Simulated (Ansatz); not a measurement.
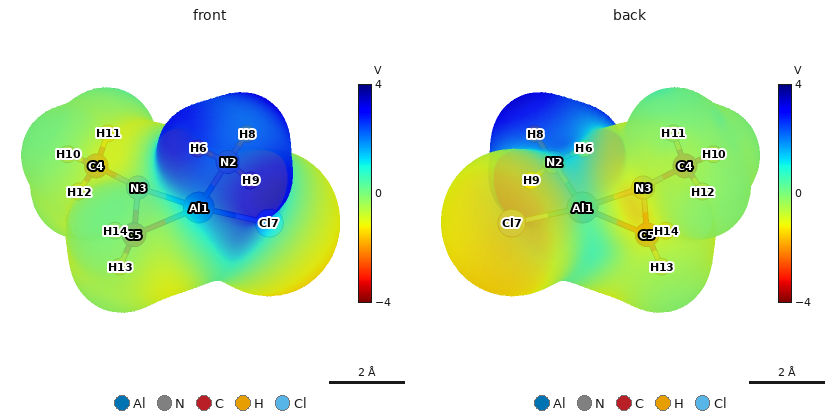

Figure. C₂H₈AlClN₂. The electrostatic potential painted on the density surface at 0.002 e/bohr³, seen from the front and from behind; the colour scale runs from red (negative) to blue (positive).

Method: RKS BHLYP/6-31G (Ansatz 0.2.0).

```xyz
14

Al   -0.1282   -1.0768   -0.4505
N     1.0028   -1.7877    1.0690
N    -0.1202    0.6870   -0.3879
C     0.1560    2.0610   -0.6687
C    -1.4836    0.2093    0.0790
H     0.9722   -1.0651    1.7768
Cl    0.3321   -2.6957   -1.8890
H     1.9571   -1.9328    0.7644
H     0.6366   -2.6576    1.4330
H     0.0500    2.6876    0.2225
H     1.1767    2.1702   -1.0287
H    -0.5100    2.4739   -1.4333
H    -2.3060    0.4523   -0.5910
H    -1.7355    0.4745    1.1042
```

**Describe the electrostatic potential map.**

The most negative region (about −1.5 V) lies over Cl7, the most positive (about +3.3 V) over H8 and H9.
